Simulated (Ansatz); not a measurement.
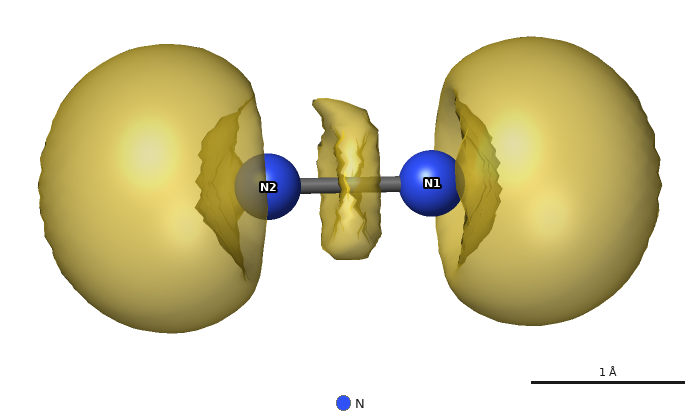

N2. Isosurface of the ELF at 0.8 (yellow), seen from one side. Core shells and regions of very low density are left out.

Geometry: PBE0-D4/def2-TZVP.

Method: RKS PBE0-D4/def2-TZVPPD (Ansatz).

Identify the bonds, lone pairs and shells in this picture.

Answer. The surface consists of one region between bonded N–N atoms (shared pairs) and two lobes on N, pointing away from the bonds (lone pairs). Profiles from the grid: N–N (1.09 Å): the ELF peaks at about 0.85 between the atoms (a multiple bond).
